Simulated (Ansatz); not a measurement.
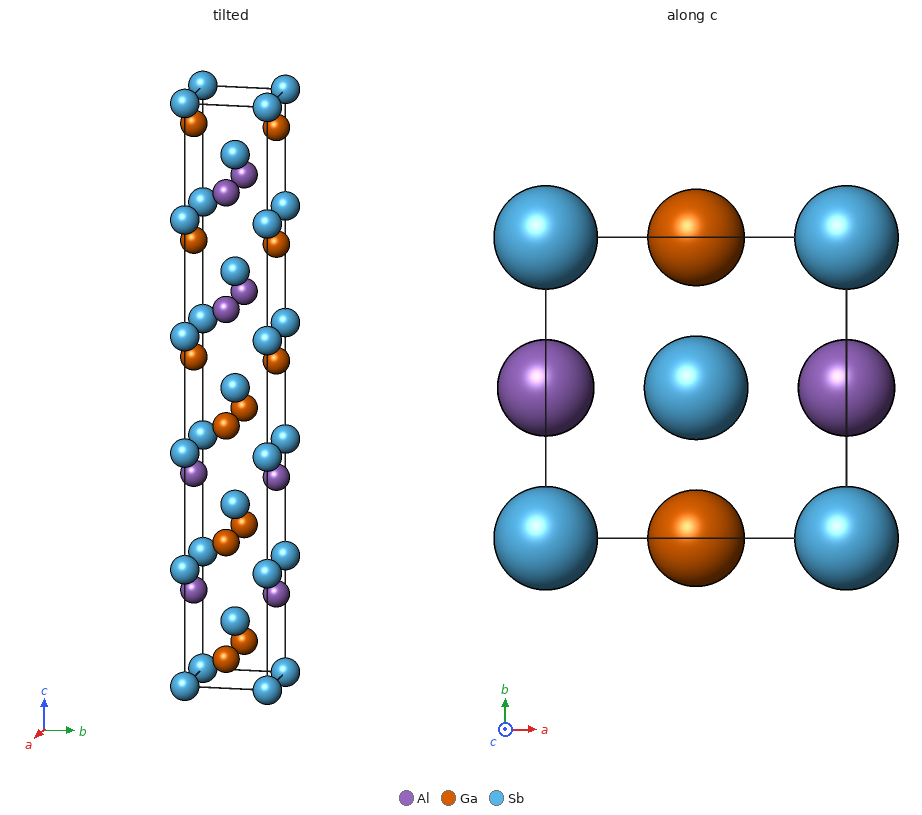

Structure drawing (spheres-only), viewed slightly off an axis and along the c axis. The parallelepiped is the conventional unit cell.

Al2Ga3Sb5, space group I-4m2 (No. 119), a = 4.398 Å, b = 4.398 Å, c = 31.085 Å, α = 90.00°, β = 90.00°, γ = 90.00°. The structure was taken from a structure type filled with these elements by a generator (whether the compound takes this form wasn't checked). Earlier steps of the study, as a rule a relaxation of our own, may have changed the cell and positions, so they can lie some per cent off the listed ones. A calculation with Ansatz used it as input.

This one geometry was computed with Ansatz (DFT, plane waves, PAW) at three levels of theory: LDA, PBE and r2SCAN.

Q: Which level gives the highest pressure at this volume, and what does that say about its equilibrium volume?

A: Highest: PBE (0.0 GPa), which points to the largest equilibrium volume. Lowest, with the smallest volume: LDA (-3.4 GPa). Levels within 0.5 GPa of each other can't be told apart.

Q: How does the band gap change with the level of theory?

A: LDA: a gap of 0.06 eV, direct; PBE: a gap of 0.24 eV, direct; r2SCAN: a gap of 0.64 eV, direct.

Q: Collect the results in a table.

A:
| level | cutoff (eV) | k-mesh of the run's cell | gap (eV) | pressure (GPa) |
| --- | --- | --- | --- | --- |
| LDA | 420 | 12×12×12 | 0.06 | -3.4 |
| PBE | 420 | 12×12×12 | 0.24 | 0.0 |
| r2SCAN | 500 | 12×12×12 | 0.64 | -1.6 |

Gaps are taken on the k-mesh or band path of each run.
